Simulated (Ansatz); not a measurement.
# CHGeSi (charge −1, triplet): what the fields show

```xyz
4

C    -0.4587   -0.1193   -0.7919
Ge    0.0585    0.4150    1.0107
Si   -0.5990   -1.8712   -0.6476
H    -0.5966    0.5996   -1.6123
```

Geometry: B3LYP-D3(BJ)/def2-SVPD; ⟨S²⟩ = 2.06, above the pure value of 2.00; the highest occupied orbital lies above zero, a sign that basis and functional describe the outermost electron poorly.

Theory: Ansatz, isolated molecule in a Gaussian basis; Kohn-Sham density functional theory, functional PBE0.

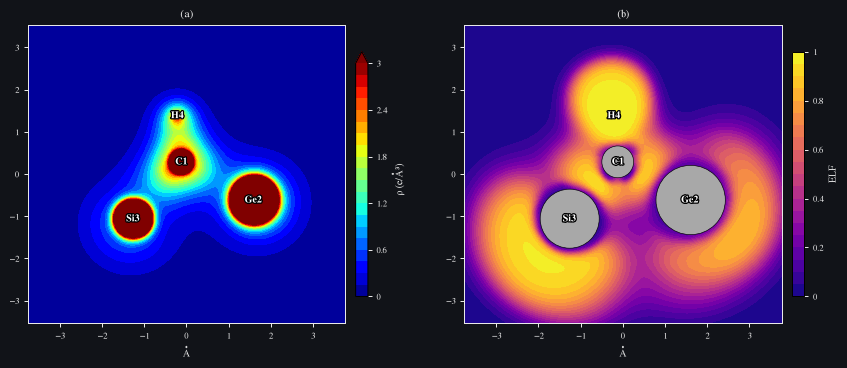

Figure 1. (a) total electron density; (b) ELF on the molecular plane. Grey discs cover the atomic cores in the ELF map.

Question: Interpret the plot.

Answer:
- The plane passes through C, Ge, Si and H nuclei.
- C–Si (1.76 Å): ρ at the midpoint is about 1 e/Å³; the ELF peaks at about 0.90 between the atoms (localised, covalent bonding).
- C–Ge (1.95 Å): ρ at the midpoint is about 0.8 e/Å³; the ELF peaks at about 0.90 in the valence shell of C, 0.7 Å from its nucleus, and is about 0.55 at the midpoint.
- C–H (1.10 Å): the density is about 1.9 e/Å³ at the midpoint; the ELF climbs to about 1 towards the hydrogen, as it does in any bond to H: an ordinary covalent bond to hydrogen.
- The ELF also peaks beside Si3 and Ge2, away from the bonds: non-bonding electrons, paired or unpaired.

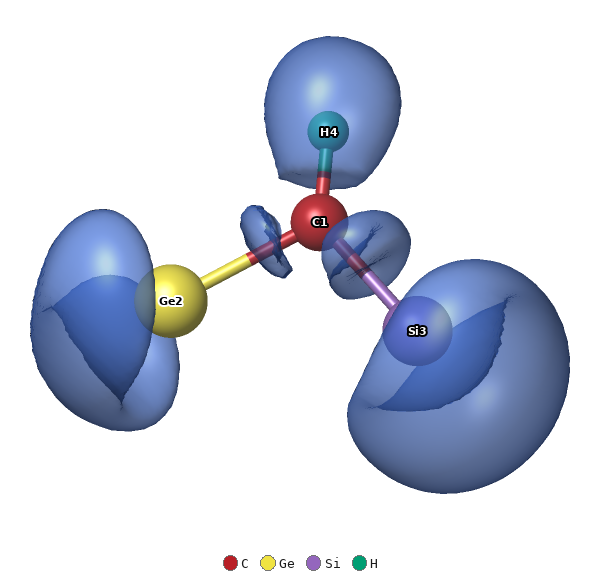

Figure 2. Isosurface of the electron localisation function at 0.8 (blue), seen at a tilt. Core shells and regions of very low density are left out.

Question: Describe the localisation domains.

Answer: The surface consists of one region between bonded C–Si atoms (shared pairs), one region around a hydrogen nucleus, one lobe of the valence shell of C pointing towards Ge (polar bonds), one lobe on Si, pointing away from the bonds (non-bonding electrons) and one region wrapped around Ge (its valence shell).

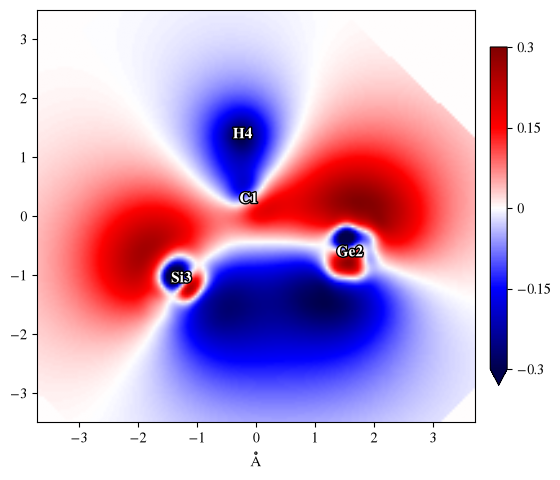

Figure 3. The HOMO−1 (α) on the molecular plane (values in Å⁻³ᐟ²; the overall sign is arbitrary).

Question: What is the character of this orbital?

Answer: By Hirshfeld shares it lies mainly on Ge2 (about 50 %), Si3 (about 40 %) and C1 (about 5 %); it is symmetric in the molecular plane (an in-plane orbital: σ, lone-pair or in-plane π type). Its energy is −0.40 eV.

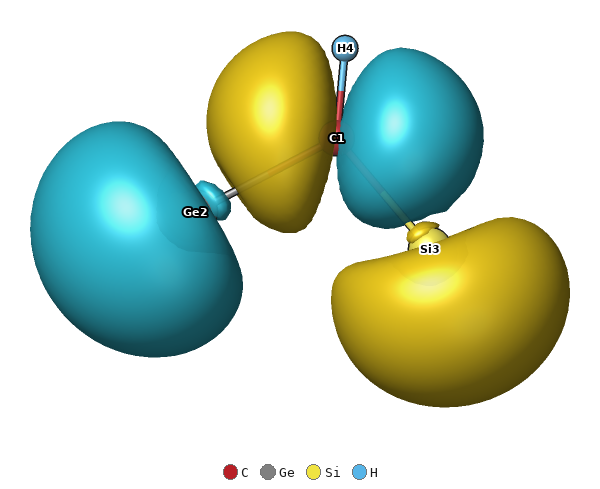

Figure 4. The HOMO (β) at ±0.08 Å⁻³ᐟ² (yellow and cyan are the two phases), seen across its widest extent.

Question: What is the character of this orbital?

Answer: Its weight (Hirshfeld) is mainly on Ge2 (about 35 %), Si3 (about 35 %) and C1 (about 30 %); it is symmetric in the molecular plane (an in-plane orbital: σ, lone-pair or in-plane π type). Its energy is −1.58 eV.
